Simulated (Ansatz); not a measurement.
# BGeH$_{6}$NO (SMILES NB[O][GeH3]): what the fields show

Input file:

```
crystal:
  periodic: [false, false, false]
  atoms:
    - {symbol: B, position_ang: [-2.349852, -0.062449, -3.453103]}
    - {symbol: Ge, position_ang: [-0.375367, -0.386719, -1.389945]}
    - {symbol: "N", position_ang: [-2.842086, 1.171332, -2.982510]}
    - {symbol: O, position_ang: [-1.325913, -0.753935, -2.864499]}
    - {symbol: H, position_ang: [-2.475965, 1.678962, -2.185222]}
    - {symbol: H, position_ang: [-3.596855, 1.653541, -3.453365]}
    - {symbol: H, position_ang: [-2.861518, -0.547049, -4.438619]}
    - {symbol: H, position_ang: [0.091620, 1.086132, -1.437023]}
    - {symbol: H, position_ang: [0.817627, -1.352193, -1.423115]}
    - {symbol: H, position_ang: [-1.265257, -0.624300, -0.152330]}
basis:
  gaussian:
    orbitals: def2-TZVPD
hamiltonian:
  xc: {name: PBE0}
output:
  forces: true
  orbitals: {seedname: orbitals}
```

Launched as:

```sh
ansatz run input.yaml --threads 2 --pin off --max-ram 4350MiB --events-out events.jsonl --progress --plain --runs-dir runs
```

Geometry: B3LYP-D3(BJ)/def2-SVP.

Computed with isolated molecule in a Gaussian basis; Kohn-Sham density functional theory, functional PBE0 (Ansatz).

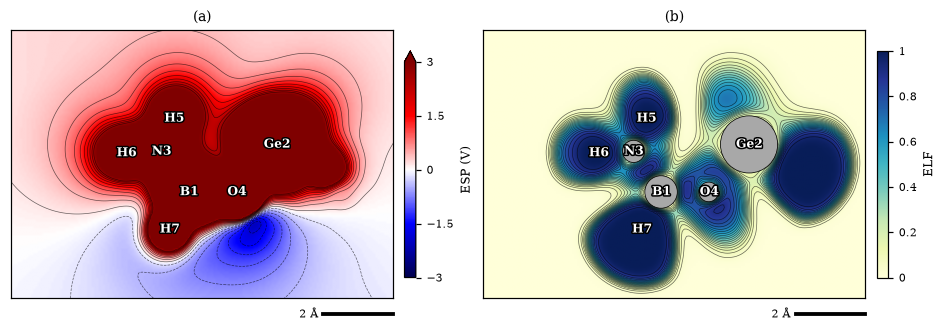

Figure 1. (a) molecular electrostatic potential; (b) electron localisation function on the plane of atoms H5, N3 and H6. Grey discs cover the atomic cores in the ELF map.

Question: Describe what can be read from this map.

Answer: The plane passes through B, Ge, N, O and H nuclei.
B–O (1.37 Å): the ELF peaks at about 0.90 between the atoms (a short, strongly polar bond).
B–N (1.41 Å): the ELF peaks at about 0.95 between the atoms (a short, strongly polar bond).
Ge–O (1.79 Å): the ELF peaks at about 0.85 in the valence shell of O, 0.6 Å from its nucleus, and is about 0.35 at the midpoint.
N–H (1.01 Å): the ELF climbs to about 1 towards the hydrogen, as it does in any bond to H; a covalent bond by its length.
B–H (1.21 Å): the ELF climbs to about 1 towards the hydrogen: an ordinary covalent bond to hydrogen.
The ELF also peaks beside O4, away from the bonds: lone-pair regions.
Outside the dense part of the molecule the potential is most negative (−2.0 V) near O4.

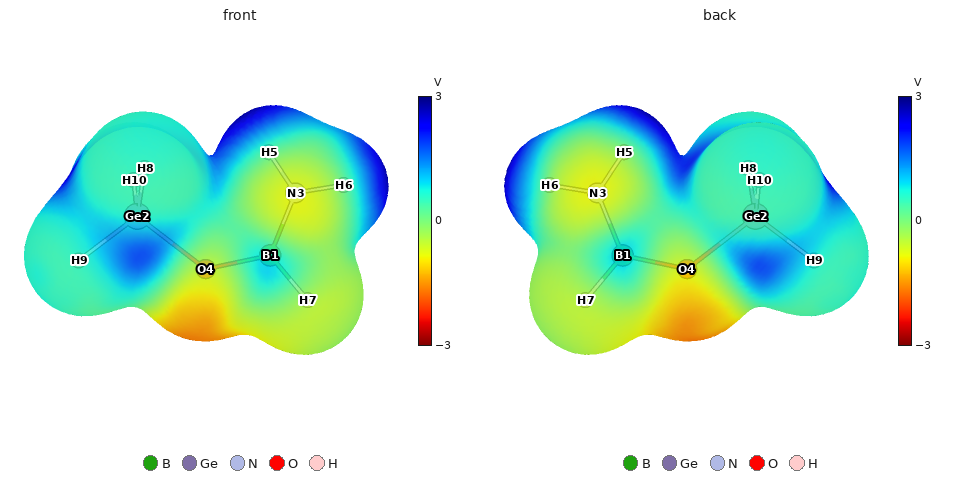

Figure 2. The electrostatic potential painted on the density surface at 0.004 e/bohr³, seen from the front and from behind; the colour scale runs from red (negative) to blue (positive).

Question: Describe the electrostatic potential map.

Answer: The most negative region (about −1.6 V) lies over O4, the most positive (about +2.7 V) over H5 and H6. O4 is the likeliest acceptor of a hydrogen bond.

Question: What dipole moment does the calculation give?

Answer: Its dipole moment is 2.33 D.

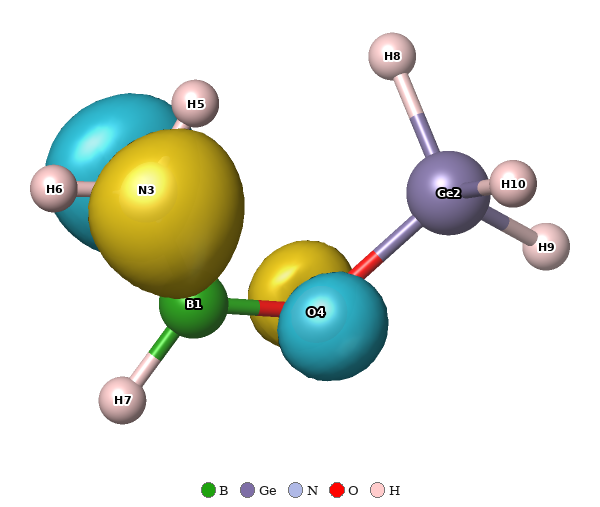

Figure 3. The HOMO at ±0.2 Å⁻³ᐟ² (yellow and cyan are the two phases), seen at an oblique angle.

Question: Where does this orbital lie, and at what energy?

Answer: Its weight (Hirshfeld) is mainly on N3 (about 55 %), O4 (about 20 %) and B1 (about 10 %). Its energy is −7.86 eV.
